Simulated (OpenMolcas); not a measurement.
# InCl: single-point calculation

InCl, SMILES [Cl][In], computed with CASSCF/ANO-RCC-VDZP, DKH2 (OpenMolcas 26.06).

The geometry comes from this level: PBE0-D4/def2-TZVP.

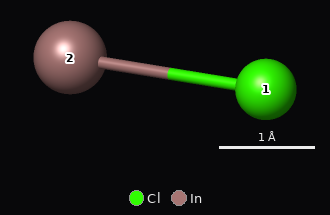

The structure as given in the input (ball-and-stick view, seen at a tilt; atoms are numbered from 1 in the order of the input). Sticks mark near contacts. Bond lengths as drawn: Cl–In 2.41 Å.

Summary:

```json
{"quantity": "outcome", "value": "converged"}
{"quantity": "total energy", "value": "−6338.118963 hartree"}
{"quantity": "CASSCF energy", "value": "−6338.118963 hartree"}
{"quantity": "basis functions", "value": "61"}
{"quantity": "hardware", "value": "1 thread of Arm Neoverse V2, 24 GiB of memory available, shared host"}
{"quantity": "wall time", "value": "6.6 s"}
{"quantity": "peak memory", "value": "0.42 GiB"}
```

Remarks:

The record of the run, not the program, notes: an active orbital turned away from the chosen space; an active orbital is nearly full or empty.

The input:
```
* ClIn CASSCF
&GATEWAY
Coord
2
angstrom
Cl       0.000000       0.000000      -0.013930
In       0.000000       0.000000       2.399590
Basis = ANO-RCC-VDZP
Group = NoSym
&SEWARD
&RASSCF
FileOrb = $CurrDir/step1.ScfOrb
Spin = 1
Nactel = 6 0 0
Inactive = 30
Ras2 = 6
OrbListing = Nothing
OrbAppear = Compact
```

Launch command:
```bash
export MOLCAS_MEM=1860
pymolcas step2.input > step2.log
```

The program's output:
```
--- Start Module: gateway ---

                                              &GATEWAY

                       available to each process: 1.9 GB of memory, 1 thread

++    Symmetry information:
      ---------------------

                    Character Table for C1

                             E
                    a        1  x, y, xy, Rz, z, xz, Ry, yz, Rx, I
--

++    Basis set information:
      ----------------------

      Basis set label: CL.ANO-RCC...4S3P1D.

      Electronic valence basis set:
      ------------------
      Associated Effective Charge  17.000000 au
      Associated Actual Charge     17.000000 au
      Nuclear Model: Point charge

      Shell  nPrim  nBasis  Cartesian Spherical Contaminant
         s      17       4        X
         p      12       3        X
         d       5       1                 X

      Basis set label: IN.ANO-RCC...6S5P3D1F.

      Electronic valence basis set:
      ------------------
      Associated Effective Charge  49.000000 au
      Associated Actual Charge     49.000000 au
      Nuclear Model: Point charge

      Shell  nPrim  nBasis  Cartesian Spherical Contaminant
         s      22       6        X
         p      19       5        X
         d      13       3                 X
         f       5       1                 X
--

++    Molecular structure info:
      -------------------------

                    ************************************************
                    **** Cartesian Coordinates / bohr, angstrom ****
                    ************************************************

     Center  Label                x              y              z                     x              y              z
        1      CL1              0.000000       0.000000      -0.026324              0.000000       0.000000      -0.013930
        2      IN2              0.000000       0.000000       4.534568              0.000000       0.000000       2.399590
--

            Nuclear Potential Energy            182.63971974 au

--- Stop Module: gateway /rc=_RC_ALL_IS_WELL_ ---

--- Start Module: seward ---

                                              &SEWARD

                       available to each process: 1.9 GB of memory, 1 thread

               SEWARD will generate:
                  Multipole Moment integrals up to order  2
                  Kinetic Energy integrals
                  Nuclear Attraction integrals (point charge)
                  One-Electron Hamiltonian integrals
                  Velocity integrals
                  Relativistic Douglas-Kroll-Hess integrals:
                    - Parametrization         : EXP
                    - DKH order of Hamiltonian: 2
                    - DKH order of Properties : 0
                         - multipole moment operators
                         - electric potential operators
                         - contact operators
                  Orbital angular momentum around (  0.0000   0.0000   3.4704 )
                  Velocity quadrupole around (  0.0000   0.0000   3.4704 )
                  Atomic mean-field integrals
                  Two-Electron Repulsion integrals

                   Integrals are discarded if absolute value <: 1.00E-14
                   Integral cutoff threshold is set to       <: 1.00E-16

            Nuclear Potential Energy            182.63971974 au

      Basis set specifications :
      Symmetry species         a
      Basis functions           61

--- Stop Module: seward /rc=_RC_ALL_IS_WELL_ ---
--- Module seward spent 3 seconds ---

--- Start Module: rasscf ---

                                              &RASSCF

                       available to each process: 1.9 GB of memory, 1 thread

      Header of the ONEINT file:
      --------------------------

      OrdInt status: non-squared

      Cartesian coordinates in angstrom:
      -----------------------------------------------------
      No.  Label        X            Y            Z
      -----------------------------------------------------
       1   CL1        0.00000000   0.00000000  -0.01393000
       2   IN2        0.00000000   0.00000000   2.39959000
      -----------------------------------------------------
      Nuclear repulsion energy =  182.63971974

++    Wave function specifications:
      -----------------------------

      Number of closed shell electrons          60
      Number of electrons in active shells       6
      Max number of holes in RAS1 space          0
      Max nr of electrons in RAS3 space          0
      Number of inactive orbitals               30
      Number of active orbitals                  6
      Number of secondary orbitals              25
      Spin quantum number                      0.0
      State symmetry                             1
--

++    Orbital specifications:
      -----------------------

      Symmetry species                           1
                                                 a
      Frozen orbitals                            0
      Inactive orbitals                         30
      Active orbitals                            6
      RAS1 orbitals                              0
      RAS2 orbitals                              6
      RAS3 orbitals                              0
      Secondary orbitals                        25
      Deleted orbitals                           0
      Number of basis functions                 61
--

++    CI expansion specifications:
      ----------------------------

      Number of CSFs                           175
      Number of spin combinations              210
      Number of determinants                   400
      Number of root(s) required                 1
      Root chosen for geometry opt.              1
      CI root used                               1

      highest root included in the CI            1
      max. size of the explicit Hamiltonian    175
--

++    Optimization specifications:
      ----------------------------

      RASSCF algorithm: Conventional
      Maximum number of macro iterations       200
      Maximum number of SX iterations          100
      Threshold for RASSCF energy            1.000E-08
      Threshold for max MO rotation          1.000E-01
      Threshold for max BLB element          1.000E-04
      Level shift parameter                  5.000E-01
      Make Quasi-Newton update
--

      The MO-coefficients are taken from the file:
      step1.ScfOrb
      Title: SCF orbitals

      Total molecular charge    0.00

      ************************************************************************************************************************
      *                                            Wave function control section                                             *
      ************************************************************************************************************************

                                         RASSCF iterations: Energy and convergence statistics
                                         ----------------------------------------------------

          iter iter root      energy       change     param      element    value   shift minimum  type update hh:mm:ss
 Nr of preliminary CI iterations:   1
      Total energies have been shifted. Add                -6000.00 au
        1   1    8    1  -338.10297880    0.00E+00  -3.10E-01*  30  33 1  7.92E-03*  0.00   0.00    SX    NO    0:00:00
        2   1    9    1  -338.11334565   -1.04E-02*  7.50E-02   30  33 1  5.29E-03*  0.00   0.00    SX    NO    0:00:00
        3   1    9    1  -338.11534142   -2.00E-03* -6.21E-02   30  33 1  4.07E-03*  0.00   0.00    SX    NO    0:00:00
        4   1    8    1  -338.11632679   -9.85E-04*  7.73E-02   30  33 1  2.89E-03*  0.00   0.00    SX    NO    0:00:00
        5   1    8    1  -338.11685137   -5.25E-04*  8.30E-02   30  33 1  1.91E-03*  0.00   2.50    LS   YES    0:00:00
        6   1    8    1  -338.11720677   -3.55E-04*  1.66E-01*  28  34 1 -2.09E-03*  0.00   1.91    QN   YES    0:00:00
        7   1    8    1  -338.11751131   -3.05E-04*  2.61E-01*  28  34 1 -2.06E-03*  0.00   2.50    QN   YES    0:00:00
        8   1    9    1  -338.11790294   -3.92E-04*  2.86E-01*  28  34 1 -2.61E-03*  0.00   2.50    QN   YES    0:00:00
        9   1    9    1  -338.11827308   -3.70E-04*  2.40E-01*  28  34 1 -2.79E-03*  0.00   2.13    QN   YES    0:00:00
       10   1    9    1  -338.11852876   -2.56E-04* -1.79E-01*  27  35 1 -2.24E-03*  0.00   1.88    QN   YES    0:00:00
       11   1    9    1  -338.11870880   -1.80E-04* -1.16E-01*  30  33 1 -1.73E-03*  0.00   1.83    QN   YES    0:00:00
       12   1    8    1  -338.11885987   -1.51E-04* -7.67E-02   30  36 1  1.21E-03*  0.00   1.85    LS   YES    0:00:00
       13   1    8    1  -338.11889961   -3.97E-05*  3.74E-02   30  36 1  1.14E-03*  0.00   1.29    QN   YES    0:00:00
       14   1    8    1  -338.11895196   -5.23E-05*  1.45E-02   27  60 1 -6.59E-04*  0.00   1.41    LS   YES    0:00:00
       15   1    7    1  -338.11895674   -4.78E-06* -3.72E-03   27  60 1 -5.37E-04*  0.00   1.05    QN   YES    0:00:00
       16   1    7    1  -338.11896140   -4.66E-06* -1.93E-03   32  52 1 -1.61E-04*  0.00   1.52    LS   YES    0:00:00
       17   1    7    1  -338.11896205   -6.53E-07* -3.04E-03   32  52 1 -2.31E-04*  0.00   1.04    QN   YES    0:00:00
       18   1    6    1  -338.11896260   -5.48E-07* -4.73E-03   32  52 1  1.19E-04*  0.00   1.52    QN   YES    0:00:00
       19   1    6    1  -338.11896298   -3.76E-07*  2.56E-03   31  60 1 -7.15E-05   0.00   1.37    QN   YES    0:00:00
       20   1    6    1  -338.11896309   -1.08E-07* -9.98E-04   27  60 1 -3.92E-05   0.00   1.44    QN   YES    0:00:00
       21   1    6    1  -338.11896312   -3.20E-08* -2.10E-04   31  60 1  2.26E-05   0.00   1.25    QN   YES    0:00:00
       22   1    5    1  -338.11896312   -5.24E-09  -1.64E-04   32  59 1 -6.10E-06   0.00   1.30    QN   YES    0:00:00
      Convergence after 22 iterations
       23   1    5    1  -338.11896312   -9.51E-10  -1.64E-04   25  57 1 -4.50E-06   0.00   1.30    QN   YES    0:00:00

      ************************************************************************************************************************
                                                      Wave function printout:
                       occupation of active orbitals, and spin coupling of open shells (u,d: Spin up or down)
      ************************************************************************************************************************

      Note: transformation to natural orbitals
      has been made, which may change the order of the CSFs.

      printout of CI-coefficients larger than  0.05 for root  1
      energy=   -6338.118963
      conf/sym  111111     Coeff  Weight
             1  222000  -0.98072 0.96182
            11  220200   0.12787 0.01635
            13  220020   0.12787 0.01635
            16  220002   0.05297 0.00281

      Natural orbitals and occupation numbers for root  1
      sym 1:   1.998494   1.998494   1.926619   0.034082   0.034082   0.008230

      ************************************************************************************************************************
      *                                                    Final results                                                     *
      ************************************************************************************************************************

++    Final optimization conditions:
      ------------------------------

      Average CI energy                           -6338.11896312
      RASSCF energy for state  1                  -6338.11896312
      Super-CI energy                                -0.00000000
      RASSCF energy change                           -0.00000000
      Max change in MO coefficients               1.641E-04
      Max non-diagonal density matrix element    -1.642E-04
      Maximum BLB matrix element                 -4.497E-06
      (orbital pair  25,  57 in symmetry   1)
      Norm of electronic gradient            1.732E-05
--

      Final state energy(ies):
      ------------------------

::    RASSCF root number  1 Total energy:  -6338.11896312
      Von Neumann Entropy (Root   1) =  0.28696

      Mulliken population analysis for root number:  1
      -----------------------------------------------

++    Molecular charges:
      ------------------

      Mulliken charges per centre
      ---------------------------

                CL1     IN2
      Total   17.6642 48.3358

      N-E     -0.6642  0.6642

      Total electronic charge=   66.000000

      Total            charge=   -0.000000
--

      Expectation values of various properties for root number:  1
      -----------------------------------------------------------

++    Molecular properties:
      ---------------------

      Charge (e):
                      =   -0.0000
      Dipole Moment (debye):
      Origin of the operator (angstrom)=    0.0000    0.0000    1.8365
                   X= -3.4859E-12               Y=  7.0367E-12               Z=  4.4440E+00           Total=  4.4440E+00
      Quadrupole Moment (debye*angstrom):
      Origin of the operator (angstrom)=    0.0000    0.0000    1.8365
                  XX= -3.5383E+01              XY= -2.2957E-11              XZ=  7.9565E-12              YY= -3.5383E+01
                  YZ= -1.4570E-11              ZZ= -4.6886E+01
      In traceless form (debye*angstrom)
                  XX=  5.7516E+00              XY= -3.4436E-11              XZ=  1.1935E-11              YY=  5.7516E+00
                  YZ= -2.1855E-11              ZZ= -1.1503E+01
--

      LoProp population analysis for root number:  1
      -----------------------------------------------

++    LoProp analysis:
      ----------------

++    Static properties:
      ------------------

      LoProp Charges per center

                   CL1      IN2
      Nuclear     17.0000  49.0000
      Electronic -17.5058 -48.4942

      Total       -0.5058   0.5058
--

      Natural Bond Order analysis for root number:  1

++    Natural Bond Order analysis
      ---------------------------
      Based on LoProp computed density
      -------------------------------------------------------------------------------------
      Atom A       Atom B       Bond Order
      -------------------------------------------------------------------------------------
      NBO located      1.016 non-bonded electrons on atom CL1
      NBO located      1.000 non-bonded electrons on atom CL1
      NBO located      1.000 non-bonded electrons on atom CL1
      NBO located      1.000 non-bonded electrons on atom CL1
      NBO located      1.004 non-bonded electrons on atom CL1
      NBO located      1.004 non-bonded electrons on atom CL1
      NBO located      1.000 non-bonded electrons on atom CL1
      NBO located      1.000 non-bonded electrons on atom CL1
      NBO located      0.990 non-bonded electrons on atom IN2
      NBO located      0.996 non-bonded electrons on atom IN2
      NBO located      0.997 non-bonded electrons on atom IN2
      NBO located      0.998 non-bonded electrons on atom IN2
      NBO located      0.998 non-bonded electrons on atom IN2
      NBO located      1.000 non-bonded electrons on atom IN2
      NBO located      1.000 non-bonded electrons on atom IN2
      NBO located      1.000 non-bonded electrons on atom IN2
      NBO located      1.000 non-bonded electrons on atom IN2
      NBO located      1.000 non-bonded electrons on atom IN2
      NBO located      1.000 non-bonded electrons on atom IN2
      NBO located      1.000 non-bonded electrons on atom IN2
      NBO located      1.000 non-bonded electrons on atom IN2
      NBO located      1.000 non-bonded electrons on atom IN2
      NBO located      1.000 non-bonded electrons on atom IN2
      NBO located      1.000 non-bonded electrons on atom IN2
      NBO located      1.000 non-bonded electrons on atom IN2
      NBO located      1.000 non-bonded electrons on atom IN2
      NBO located      1.000 non-bonded electrons on atom IN2
      NBO located      1.000 non-bonded electrons on atom IN2
      NBO located      1.000 non-bonded electrons on atom IN2
      NBO located      1.000 non-bonded electrons on atom IN2
      NBO located      1.000 non-bonded electrons on atom IN2
      The remaining    1.999 electrons are to be considered as diffuse
--

--

      Average orbitals are written to the RASORB file
      Natural orbitals for root   1 are written to the RASORB.1 file
      Spin density orbitals for root   1 are written to the SPDORB.1 file

--- Stop Module: rasscf /rc=_RC_ALL_IS_WELL_ ---
--- Module rasscf spent 2 seconds ---

.##################.
.# Happy landing! #.
.##################.

    Timing: Wall=6.26 User=5.65 System=0.60
```
